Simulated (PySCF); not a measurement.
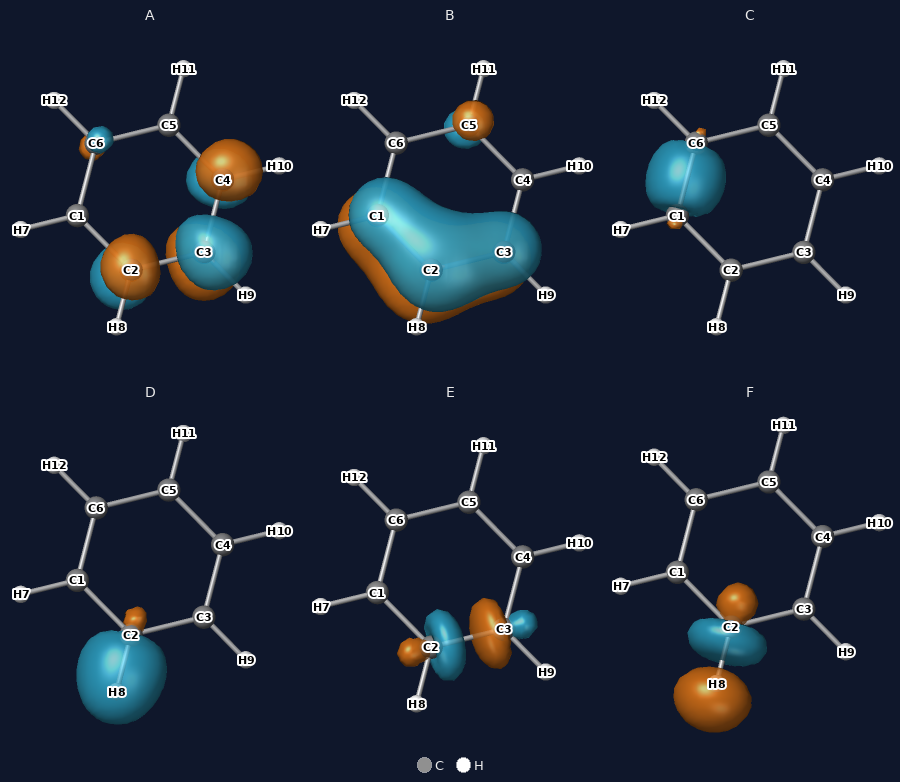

C₆H₆, SMILES `c1ccccc1`. Intrinsic bond orbitals (IBO), occupied and valence-virtual; each surface holds about 70 % of the orbital's density. Energies are diagonal elements of the Fock matrix.

Method: B3LYP/def2-SVPD; geometry: GFN2-xTB; program: PySCF. No frequency check shows the geometry to be a minimum.

Input

```python
import numpy as np
from pyscf import gto, scf, dft, lo
from pyscf.data.elements import chemcore

def solve(mol, dm0=None, hcore=None):
    mf = (dft.UKS if mol.spin else dft.RKS)(mol, xc='b3lyp')
    mf.grids.level = 3
    mf = mf.density_fit(auxbasis='def2-universal-jkfit')
    mf.conv_tol, mf.max_cycle = 1e-8, 80
    if hcore is not None:
        mf.get_hcore = lambda *args: hcore
    mf.kernel(dm0)
    if not mf.converged:
        mf = mf.newton().run(mf.mo_coeff, mf.mo_occ, max_cycle=30)
    assert mf.converged, 'SCF not converged'
    return mf

mol = gto.M(atom='''
C      1.33740     0.35839     0.00000
C      0.35832     1.33742     0.00000
C     -0.97909     0.97902     0.00000
C     -1.33741    -0.35840     0.00000
C     -0.35833    -1.33743     0.00000
C      0.97911    -0.97900     0.00000
H      2.38105     0.63806     0.00000
H      0.63794     2.38108     0.00000
H     -1.74312     1.74301     0.00000
H     -2.38106    -0.63807     0.00000
H     -0.63795    -2.38109     0.00000
H      1.74317    -1.74296     0.00000
''', basis='def2-svpd', charge=0, spin=0, verbose=4)
mf = solve(mol)
occ_all = mf.mo_coeff[:, mf.mo_occ > 0]
occ = occ_all[:, chemcore(mol):]
loc = lo.ibo.ibo(mol, occ, iaos=lo.iao.iao(mol, occ_all))
fock, s = mf.get_fock(), mf.get_ovlp()
ortho = lo.orth_ao(mol, 'meta_lowdin')
ortho = lo.vec_lowdin(lo.iao.iao(mol, occ_all), s)
labels = lo.iao.reference_mol(mol).ao_labels(fmt=None)
vir = lo.vvo.livvo(mol, occ_all, mf.mo_coeff[:, mf.mo_occ == 0])
both = np.hstack([loc, vir])
p = (ortho.T @ s @ both) ** 2
pop = np.array([p[[l[0] == a for l in labels]].sum(0) for a in range(mol.natm)])
spd = np.array([[p[[l[0] == a and l[2][-1] == k for l in labels]].sum(0) for k in 'spd'] for a in range(mol.natm)])
eps = np.einsum('pi,pq,qi->i', both, fock, both)
for i in np.argsort(eps):
    top = np.argsort(-pop[:, i])[:3]
    print('%3d %s %9.4f Eh ' % (i + 1, 'occ' if i < loc.shape[1] else 'vir', eps[i]), '  '.join('%s%d %.3f' % (mol.atom_symbol(a), a + 1, pop[a, i]) for a in top))
np.savez('result.npz', c=both, nocc=loc.shape[1], pop=pop, spd=spd, eps=eps, e=mf.e_tot)
```

Launched as:

```sh
OMP_NUM_THREADS=1 python input.py
```

The run took 19 s on 1 thread of Arm Neoverse V1, with other jobs on the host, peak memory 0.65 GiB.

**What does each orbital represent in a Lewis picture?**

By panel:
- A: delocalised π* orbital mainly over C3, C2 and C4 (C3 50 %, C2 22 %, C4 22 %; 2.1 eV)
- B: delocalised π orbital mainly over C2, C3 and C1 (C2 50 %, C3 22 %, C1 22 %; −8.2 eV)
- C: σ bond C1–C6 (C1 50 %, C6 50 %; −16.3 eV)
- D: σ bond C2–H8 (C2 57 %, H8 42 %; −13.4 eV)
- E: σ* orbital C3–C2 (C3 50 %, C2 50 %; 15.2 eV)
- F: σ* orbital H8–C2 (H8 57 %, C2 42 %; 10.2 eV)

**Which has the smallest and which the largest spatial spread?**

Smallest: C (0.76 Å); largest: B (1.44 Å).

**How do all the valence pairs divide up?**

15 pairs: 12 σ bonds and 3 delocalised π orbitals.
